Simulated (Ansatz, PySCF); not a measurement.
Dissociation curve of SLi (cation, charge +1), lowest triplet found (which spin is the ground state isn't settled by this scan).

Methods: ROCCSD(T) = CCSD(T) on ROHF/aug-cc-pVDZ, frozen core in Ansatz (a program for electronic structure); UHF/aug-cc-pVDZ (Ansatz); UMP2/6-31G* = unrestricted MP2 (frozen core)/6-31G*, spherical d (PySCF 2.14.0); UCCSDT(Q) = Ansatz with CCSDT(Q) on UHF/aug-cc-pVDZ, frozen core.

Energies are in mEh, each relative to the lowest point of its own curve between 2.12 and 3.12 Å, where full CI is lowest.

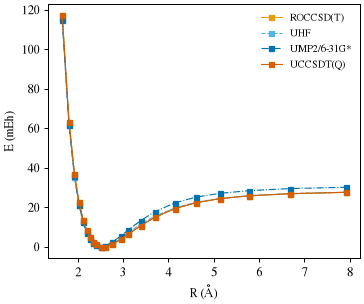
Figure: Energy against bond length for each method.

| R / Å | ROCCSD(T) | UHF | UMP2/6-31G* | UCCSDT(Q) |
|---|---|---|---|---|
| 1.66 | 117.1 | 115.4 | 114.7 | 117.1 |
| 1.81 | 63.2 | 61.3 | 61.7 | 63.2 |
| 1.93 | 36.9 | 35.2 | 35.6 | 36.9 |
| 2.03 | 22.4 | 21.0 | 21.3 | 22.5 |
| 2.12 | 13.6 | 12.4 | 12.4 | 13.6 |
| 2.20 | 8.1 | 7.2 | 7.1 | 8.2 |
| 2.27 | 4.8 | 4.1 | 3.9 | 4.8 |
| 2.35 | 2.2 | 1.7 | 1.6 | 2.2 |
| 2.40 | 1.2 | 0.9 | 0.7 | 1.2 |
| 2.51 | 0.0 | 0.0 | 0.0 | 0.0 |
| 2.61 | 0.0 | 0.2 | 0.4 | 0.0 |
| 2.76 | 1.2 | 1.6 | 2.1 | 1.1 |
| 2.95 | 3.7 | 4.3 | 5.3 | 3.7 |
| 3.12 | 6.4 | 7.1 | 8.5 | 6.4 |
| 3.39 | 10.6 | 11.3 | 13.2 | 10.6 |
| 3.70 | 14.8 | 15.4 | 17.6 | 14.8 |
| 4.14 | 19.2 | 19.5 | 22.1 | 19.2 |
| 4.61 | 22.2 | 22.4 | 25.0 | 22.2 |
| 5.13 | 24.2 | 24.4 | 26.9 | 24.3 |
| 5.77 | 25.7 | 25.8 | 28.3 | 25.7 |
| 6.69 | 26.8 | 26.8 | 29.4 | 26.8 |
| 7.92 | 27.5 | 27.5 | 30.0 | 27.5 |
